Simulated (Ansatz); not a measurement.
## SiH5ClO: nudged elastic band

System: SiH5ClO.
Method: RKS B3LYP-D4/def2-SVP (Ansatz 0.2.0).

It belongs to a series of runs on one base structure; here: band between the two ends.

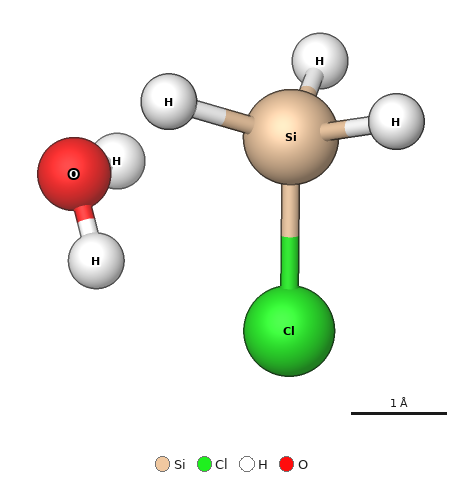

The input geometry (ball-and-stick view, seen at a tilt). Bond lengths as drawn: Cl–Si 2.10 Å, H–O 0.97 Å and H–Si 1.48 to 1.49 Å.

Input file:
```yaml
crystal:
  periodic: [false, false, false]
  atoms:
    - { symbol: Si, position_ang: [0.360141, 0.040576, -0.06094] }
    - { symbol: Cl, position_ang: [0.309289, -0.140777, 2.03053] }
    - { symbol: H, position_ang: [1.803486, 0.04685, -0.427676] }
    - { symbol: H, position_ang: [-0.264369, 1.319975, -0.468305] }
    - { symbol: H, position_ang: [-0.287259, -1.144055, -0.675021] }
    - { symbol: O, position_ang: [-2.603072, 0.030072, 0.745739] }
    - { symbol: H, position_ang: [-2.816344, -0.913741, 0.722542] }
    - { symbol: H, position_ang: [-2.158873, 0.1314, 1.600831] }
basis:
  gaussian: { orbitals: def2-SVP }
hamiltonian:
  xc: b3lyp
  dispersion: d4
neb:
  order_check: false
  images: 5
  f_tol: 0.05
  max_iterations: 60
  final_atoms:
    - { symbol: Si, position_ang: [-0.29269369, -0.09779359, -0.50508278] }
    - { symbol: Cl, position_ang: [-0.71149958, 0.83899922, 3.19378368] }
    - { symbol: H, position_ang: [0.89416372, -0.89513096, -0.08544415] }
    - { symbol: H, position_ang: [-0.02817711, 1.35453341, -0.3794002] }
    - { symbol: H, position_ang: [-0.6331045, -0.4501864, -1.91442392] }
    - { symbol: O, position_ang: [-1.61927236, -0.40147444, 0.4990813] }
    - { symbol: H, position_ang: [-1.96708283, -1.30239235, 0.51662146] }
    - { symbol: H, position_ang: [-1.29933465, 0.3237451, 2.14256461] }
  initial_path:
    images:
      - { positions_ang: [[0.360141, 0.040576, -0.06094], [0.309289, -0.140777, 2.03053], [1.803486, 0.04685, -0.427676], [-0.264369, 1.319975, -0.468305], [-0.287259, -1.144055, -0.675021], [-2.603072, 0.030072, 0.745739], [-2.816344, -0.913741, 0.722542], [-2.158873, 0.1314, 1.600831]] }
      - { positions_ang: [[0.24198781, 0.02880707, -0.03715337], [0.19599863, -0.09251055, 2.18373814], [1.66546013, 0.03635087, -0.43698118], [-0.40402598, 1.2773062, -0.4739739], [-0.41360472, -1.15962675, -0.61210085], [-2.36278079, 0.01722384, 0.69954984], [-2.68235208, -0.82308217, 0.49093117], [-1.897684, 0.0858315, 1.65369014]] }
      - { positions_ang: [[0.12383461, 0.01703814, -0.01336675], [0.08270827, -0.04424411, 2.33694628], [1.52743427, 0.02585174, -0.44628636], [-0.54368297, 1.2346374, -0.47964279], [-0.53995044, -1.1751985, -0.54918069], [-2.12248958, 0.00437568, 0.65336069], [-2.54836016, -0.73242334, 0.25932034], [-1.63649501, 0.04026299, 1.70654929]] }
      - { positions_ang: [[0.00568142, 0.00526921, 0.01041988], [-0.0305821, 0.00402234, 2.49015442], [1.3894084, 0.01535262, -0.45559154], [-0.68333995, 1.1919686, -0.48531169], [-0.66629616, -1.19077025, -0.48626054], [-1.88219837, -0.00847248, 0.60717153], [-2.41436823, -0.64176452, 0.02770951], [-1.37530601, -0.00530551, 1.75940843]] }
      - { positions_ang: [[-0.09377695, -0.02908506, -0.16141434], [-0.25755459, 0.28234796, 2.7246975], [1.22432684, -0.28814191, -0.33220908], [-0.46495234, 1.24615687, -0.45000786], [-0.65523227, -0.94390897, -0.962315], [-1.79455637, -0.13947314, 0.57114146], [-2.2652731, -0.86197379, 0.19068016], [-1.34998222, 0.10437803, 1.88712716]] }
      - { positions_ang: [[-0.19323532, -0.06343933, -0.33324856], [-0.48452709, 0.56067359, 2.95924059], [1.05924528, -0.59163644, -0.20882661], [-0.24656472, 1.30034514, -0.41470403], [-0.64416839, -0.69704768, -1.43836946], [-1.70691436, -0.27047379, 0.53511138], [-2.11617797, -1.08218307, 0.35365081], [-1.32465844, 0.21406156, 2.01484588]] }
      - { positions_ang: [[-0.29269369, -0.09779359, -0.50508278], [-0.71149958, 0.83899922, 3.19378368], [0.89416372, -0.89513096, -0.08544415], [-0.02817711, 1.35453341, -0.3794002], [-0.6331045, -0.4501864, -1.91442392], [-1.61927236, -0.40147444, 0.4990813], [-1.96708283, -1.30239235, 0.51662146], [-1.29933465, 0.3237451, 2.14256461]] }
```

Launch command:
```bash
ansatz run input.yaml --threads 1 --pin off --max-ram 2048MiB --backend cpu --events-out ev --progress --plain --runs-dir out
```

What the program printed:
```
Engine: ansatz 0.2.0, aarch64-unknown-linux-gnu
Functional definition: B3LYP
  parameter a0 = 0.2
  parameter ax = 0.72
  parameter ac = 0.81
  exchange = (1 - a0 - ax)*slater_x + ax*b88_x + a0*exact_x
  correlation = (1 - ac)*vwn_rpa_c + ac*lyp_c
769 factors; integrals over basis functions are off by at most 2.2e-4 eV
mean field evaluation 1: about -22518.7931 eV, gradient 4.8e1 eV
mean field evaluation 2: about -22513.0573 eV, gradient 7.3e1 eV
mean field evaluation 4: about -22522.7536 eV, gradient 1.0e0 eV
mean field evaluation 8: about -22522.7556 eV, gradient 1.5e-2 eV
mean field -22522.75562305 eV, -827.6960026751 hartree, gradient 9.8e-6 eV, S^2 0.000000; 0 other end points of the search recorded, 0 dependent functions left out
the calculation of the forces begins
reference -22522.75584959 eV, -827.6960110002 hartree; 22, 22 occupied and 53, 53 virtual orbitals, 769 factors
771 factors; integrals over basis functions are off by at most 9.5e-4 eV
mean field evaluation 16: about -22511.7341 eV, gradient 7.8e1 eV
mean field -22522.77600542 eV, -827.6967517131 hartree, gradient 3.1e-5 eV, S^2 0.000000; 0 other end points of the search recorded, 0 dependent functions left out
[... from here on the field's lines of each further geometry are left out, up to the last ...]
NEB iter   1: max|band force component| = 3.744e0 eV/Å  barrier→ = 2.9000 eV  barrier← = 2.9026 eV  Δτ_max = 0.2000 Å  (164 SCF iters)
NEB iter   2: max|band force component| = 2.049e0 eV/Å  barrier→ = 1.6800 eV  barrier← = 1.6826 eV  Δτ_max = 0.1945 Å  (133 SCF iters)
NEB iter   3: max|band force component| = 2.538e0 eV/Å  barrier→ = 1.4125 eV  barrier← = 1.4151 eV  Δτ_max = 0.1015 Å  (132 SCF iters)
NEB iter   4: max|band force component| = 6.855e-1 eV/Å  barrier→ = 1.2997 eV  barrier← = 1.3023 eV  Δτ_max = 0.2000 Å  (122 SCF iters)
NEB iter   5: max|band force component| = 1.128e0 eV/Å  barrier→ = 1.1622 eV  barrier← = 1.1648 eV  Δτ_max = 0.0988 Å  (125 SCF iters)
NEB iter   6: max|band force component| = 8.916e-1 eV/Å  barrier→ = 1.0252 eV  barrier← = 1.0279 eV  Δτ_max = 0.1000 Å  (118 SCF iters)
NEB iter   7: max|band force component| = 9.255e-1 eV/Å  barrier→ = 0.8777 eV  barrier← = 0.8804 eV  Δτ_max = 0.0501 Å  (117 SCF iters)
NEB iter   8: max|band force component| = 7.622e-1 eV/Å  barrier→ = 0.8555 eV  barrier← = 0.8581 eV  Δτ_max = 0.0501 Å  (110 SCF iters)
NEB iter   9: max|band force component| = 7.290e-1 eV/Å  barrier→ = 0.8209 eV  barrier← = 0.8235 eV  CI = image 3  Δτ_max = 0.1009 Å  (113 SCF iters)
NEB iter  10: max|band force component| = 5.484e-1 eV/Å  barrier→ = 0.9831 eV  barrier← = 0.9857 eV  CI = image 3  Δτ_max = 0.1984 Å  (116 SCF iters)
NEB iter  11: max|band force component| = 2.896e0 eV/Å  barrier→ = 1.1583 eV  barrier← = 1.1610 eV  CI = image 3  Δτ_max = 0.0940 Å  (123 SCF iters)
NEB iter  12: max|band force component| = 6.742e-1 eV/Å  barrier→ = 1.0430 eV  barrier← = 1.0457 eV  CI = image 3  Δτ_max = 0.0480 Å  (115 SCF iters)
NEB iter  13: max|band force component| = 3.218e-1 eV/Å  barrier→ = 1.0154 eV  barrier← = 1.0181 eV  CI = image 3  Δτ_max = 0.1003 Å  (114 SCF iters)
NEB iter  14: max|band force component| = 2.423e-1 eV/Å  barrier→ = 0.9752 eV  barrier← = 0.9778 eV  CI = image 3  Δτ_max = 0.0995 Å  (112 SCF iters)
NEB iter  15: max|band force component| = 1.531e-1 eV/Å  barrier→ = 0.9473 eV  barrier← = 0.9499 eV  CI = image 3  Δτ_max = 0.0990 Å  (116 SCF iters)
NEB iter  16: max|band force component| = 1.745e-1 eV/Å  barrier→ = 0.9308 eV  barrier← = 0.9334 eV  CI = image 3  Δτ_max = 0.0503 Å  (115 SCF iters)
NEB iter  17: max|band force component| = 9.100e-2 eV/Å  barrier→ = 0.9240 eV  barrier← = 0.9267 eV  CI = image 3  Δτ_max = 0.0500 Å  (114 SCF iters)
NEB iter  18: max|band force component| = 2.391e-1 eV/Å  barrier→ = 0.9198 eV  barrier← = 0.9225 eV  CI = image 3  Δτ_max = 0.0251 Å  (118 SCF iters)
NEB iter  19: max|band force component| = 1.276e-1 eV/Å  barrier→ = 0.9179 eV  barrier← = 0.9206 eV  CI = image 3  Δτ_max = 0.0500 Å  (113 SCF iters)
NEB iter  20: max|band force component| = 1.489e-1 eV/Å  barrier→ = 0.9164 eV  barrier← = 0.9191 eV  CI = image 3  Δτ_max = 0.0498 Å  (116 SCF iters)
NEB iter  21: max|band force component| = 6.651e-2 eV/Å  barrier→ = 0.9156 eV  barrier← = 0.9182 eV  CI = image 3  Δτ_max = 0.0401 Å  (114 SCF iters)
NEB iter  22: max|band force component| = 6.214e-2 eV/Å  barrier→ = 0.9151 eV  barrier← = 0.9178 eV  CI = image 3  Δτ_max = 0.0057 Å  (109 SCF iters)
the calculation of the forces begins
reference -22522.72911151 eV, -827.6950283937 hartree; 22, 22 occupied and 53, 53 virtual orbitals, 771 factors
769 factors; integrals over basis functions are off by at most 8.8e-4 eV
mean field -22521.82179373 eV, -827.6616850804 hartree, gradient 2.1e-5 eV, S^2 0.000000; 1 other end points of the search recorded, 0 dependent functions left out
the calculation of the forces begins
reference -22521.82201416 eV, -827.6616931811 hartree; 22, 22 occupied and 53, 53 virtual orbitals, 769 factors
NEB iter  23: max|band force component| = 3.231e-2 eV/Å  barrier→ = 0.9149 eV  barrier← = 0.9176 eV  CI = image 3  Δτ_max = 0.0000 Å  (222 SCF iters)
```

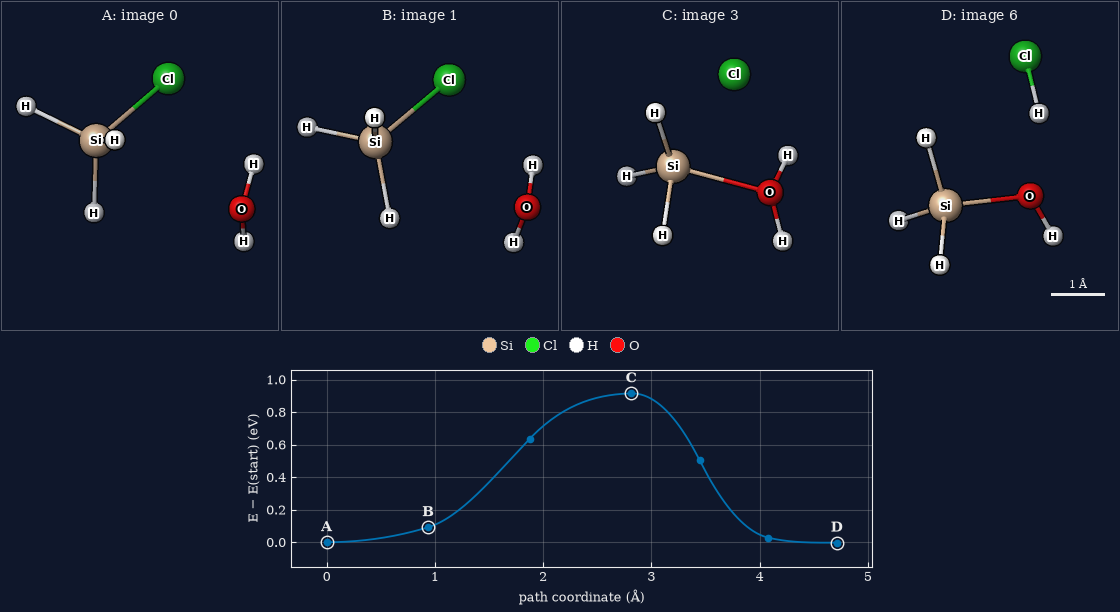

Images of the last band (counted from 0; ball-and-stick, seen at a tilt) above the energy along the path; the line is a cubic interpolation that uses the forces. The highest image is number 3, 0.915 eV above the start and 0.918 eV above the end (the climbing image); the end lies 0.003 eV below the start. The path is 4.71 Å long. The band converged in 23 iterations.

```
Total energy: -22522.05047772 eV, -827.6700890620 hartree
Atom 0 at    -0.195992     0.099298    -0.112951 Å, force     0.030045     0.007864     0.000383 eV/Å
Atom 1 at     0.002558     0.805318     2.246724 Å, force    -0.001074     0.000129    -0.004545 eV/Å
Atom 2 at     1.020414    -0.717464     0.117477 Å, force     0.001936     0.002735    -0.004663 eV/Å
Atom 3 at    -0.072869     1.514771    -0.525381 Å, force    -0.004244    -0.002959     0.002127 eV/Å
Atom 4 at    -0.785100    -0.567730    -1.337872 Å, force    -0.002087    -0.001950     0.000783 eV/Å
Atom 5 at    -1.829431    -0.365494     0.755380 Å, force    -0.017822    -0.025294     0.036633 eV/Å
Atom 6 at    -2.215322    -1.244979     0.603787 Å, force    -0.009302     0.008331    -0.013887 eV/Å
Atom 7 at    -1.581259    -0.153420     1.720535 Å, force     0.002548     0.011145    -0.016831 eV/Å
Dipole moment:    -0.583630    -0.601944    -0.291951 e Å
this run last wrote the band of iteration 23 to [file]
```

The last band as extended XYZ (Å, eV, eV/Å):
```
8
Properties=species:S:1:pos:R:3:forces:R:3 image=0 energy=-22522.96519
Si    0.3601    0.0406   -0.0609   -0.0056   0.0079  -0.0198
Cl    0.3093   -0.1408    2.0305    0.0093  -0.0030   0.0115
H     1.8035    0.0469   -0.4277   -0.0061   0.0000   0.0042
H    -0.2644    1.3200   -0.4683    0.0015  -0.0113   0.0076
H    -0.2873   -1.1441   -0.6750    0.0034   0.0006   0.0011
O    -2.6031    0.0301    0.7457   -0.0103  -0.0284  -0.0069
H    -2.8163   -0.9137    0.7225    0.0060   0.0218  -0.0057
H    -2.1589    0.1314    1.6008    0.0018   0.0123   0.0080
8
Properties=species:S:1:pos:R:3:forces:R:3 image=1 energy=-22522.87295
Si    0.3270    0.1504   -0.0805    0.0658  -0.0018  -0.0104
Cl    0.2119    0.2087    2.0169    0.0257  -0.0827  -0.0165
H     1.7107   -0.3047   -0.3633    0.0953   0.0861  -0.0721
H     0.0890    1.5220   -0.5912   -0.0182  -0.0090  -0.0020
H    -0.6121   -0.8186   -0.6900    0.0415  -0.0589   0.0894
O    -2.6615   -0.1803    0.8526   -0.1006   0.0181   0.0131
H    -2.5838   -1.1253    0.6608   -0.0520   0.0163   0.0108
H    -2.1382   -0.0820    1.6624   -0.0575   0.0319  -0.0123
8
Properties=species:S:1:pos:R:3:forces:R:3 image=2 energy=-22522.32944
Si    0.0883    0.1703   -0.0686    0.2113   0.0887   0.0276
Cl    0.1020    0.5756    2.0593    0.0698  -0.1579  -0.1590
H     1.3699   -0.5731   -0.0937    0.3068   0.1454  -0.1795
H     0.1074    1.5460   -0.6172    0.0997   0.0287  -0.0809
H    -0.7563   -0.6343   -1.0018    0.0076  -0.0684   0.2685
O    -2.2870   -0.2807    0.8193   -0.3382   0.0161   0.0764
H    -2.3624   -1.2312    0.6546   -0.0980  -0.0178   0.0407
H    -1.9189   -0.2023    1.7158   -0.2591  -0.0348   0.0063
8
Properties=species:S:1:pos:R:3:forces:R:3 image=3 energy=-22522.05026
Si   -0.1960    0.0993   -0.1130    0.0300   0.0079   0.0004
Cl    0.0026    0.8053    2.2467   -0.0011   0.0001  -0.0045
H     1.0204   -0.7175    0.1175    0.0019   0.0027  -0.0047
H    -0.0729    1.5148   -0.5254   -0.0042  -0.0030   0.0021
H    -0.7851   -0.5677   -1.3379   -0.0021  -0.0019   0.0008
O    -1.8294   -0.3655    0.7554   -0.0178  -0.0253   0.0366
H    -2.2153   -1.2450    0.6038   -0.0093   0.0083  -0.0139
H    -1.5813   -0.1534    1.7205    0.0025   0.0111  -0.0168
8
Properties=species:S:1:pos:R:3:forces:R:3 image=4 energy=-22522.46211
Si   -0.2990    0.0049   -0.2524   -0.2698  -0.2253  -0.3475
Cl   -0.2135    0.7317    2.5140   -0.3910  -0.0736   0.5179
H     0.9340   -0.7097    0.1778   -0.1955   0.0255   0.0662
H    -0.1045    1.4662   -0.4259   -0.1460  -0.1403   0.1123
H    -0.7136   -0.5749   -1.5461    0.0678  -0.0983  -0.4358
O    -1.7630   -0.3734    0.6392    0.1819  -0.0305  -0.2008
H    -2.1970   -1.2226    0.4692    0.0520   0.0439  -0.1560
H    -1.3005    0.0481    1.8920    0.7006   0.4986   0.4437
8
Properties=species:S:1:pos:R:3:forces:R:3 image=5 energy=-22522.93684
Si   -0.3341   -0.0557   -0.4129   -0.0168  -0.0245  -0.0548
Cl   -0.3749    0.7432    2.9388   -0.0304   0.0121   0.1253
H     0.8694   -0.7324    0.1441   -0.0239  -0.0133  -0.0216
H    -0.1612    1.4158   -0.4096   -0.0202  -0.0216  -0.0078
H    -0.5806   -0.5572   -1.7929    0.0233  -0.0051  -0.0760
O    -1.7215   -0.3839    0.5073    0.0132   0.0016  -0.0303
H    -2.1342   -1.2500    0.3974    0.0158  -0.0035  -0.0052
H    -1.2198    0.1905    2.0955    0.0390   0.0543   0.0705
8
Properties=species:S:1:pos:R:3:forces:R:3 image=6 energy=-22522.96784
Si   -0.2927   -0.0978   -0.5051   -0.0103  -0.0076  -0.0076
Cl   -0.7115    0.8390    3.1938   -0.0041  -0.0010  -0.0059
H     0.8942   -0.8951   -0.0854    0.0013   0.0023   0.0021
H    -0.0282    1.3545   -0.3794    0.0006  -0.0003   0.0008
H    -0.6331   -0.4502   -1.9144    0.0009   0.0039   0.0082
O    -1.6193   -0.4015    0.4991    0.0124   0.0030  -0.0102
H    -1.9671   -1.3024    0.5166   -0.0033   0.0016   0.0048
H    -1.2993    0.3237    2.1426    0.0026  -0.0019   0.0077
```

Key numbers:

```csv
quantity,value
outcome,converged
"barrier, forward",0.915 eV
"barrier, backward",0.918 eV
hardware,"1 thread of Arm Neoverse V1, 24 GiB of memory available, shared host"
wall time,4.3 min
peak memory,0.17 GiB
```

The order of the saddle point was not checked.
